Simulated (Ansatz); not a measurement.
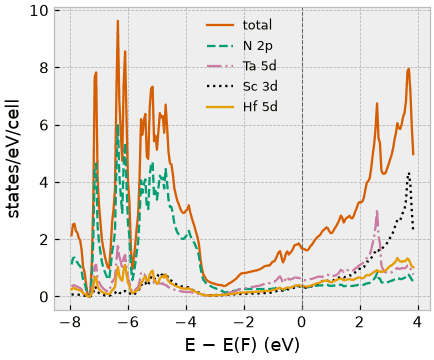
Fig. 1. Total and projected density of states of HfScTaN3 in space group P3m1 (No. 156; Pearson symbol hP6), DFT-PBEsol in the program Ansatz with PAW potentials

Question: Which orbitals carry the states next to the Fermi level?

Answer: Within 0.5 eV of the Fermi level: Ta 5d 36 %, Hf 5d 21 %, N 2p 19 %, Sc 3d 19 %. Projections are on Löwdin-orthogonalised atomic valence shells; empty p or d shells of many metals are not among them.

Question: Where is the tallest occupied peak in this window, and what makes it?

Answer: Near -6.3 eV, about 9.6 states/eV per cell; the largest projected share is N 2p.

The start of the workflow was typed in or built on a structure type; neither database checked (COD, Materials Project) lists it. Its standing as an ambient phase is unchecked. The PBEsol relaxation kept the symmetry of its start; its stability against distortions is not shown here. No spin polarisation was allowed. With an odd number of electrons in the cell and no spin polarisation, the count alone makes it a metal. Scalar-relativistic: spin–orbit coupling is off unless named, which matters more the heavier the elements.

Potentials: the earlier of the program's two PAW sets. The files were generated under PBE; for other functionals the program regenerates the frozen cores, and for LDA and PBEsol the local potential too.
